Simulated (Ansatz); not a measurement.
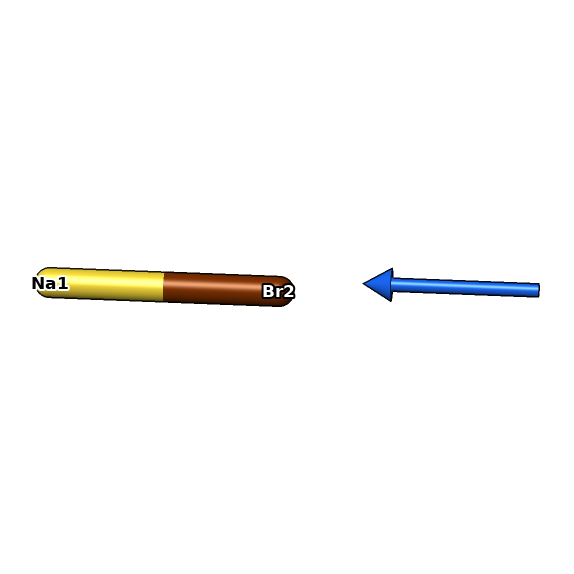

The arrow beside the molecule shows the direction of the dipole moment, from the negative to the positive end (its length means nothing). The geometry was computed by an optimisation with PBE-D4/def2-SVP. No frequency run is at hand to confirm it as a minimum. Method: RKS PBE-D4/def2-SVP (Ansatz 0.2.0).

**How large is the dipole moment?**

8.13 D; it points from the side of Br2 to the side of Na1 (the outermost atoms at the two ends).
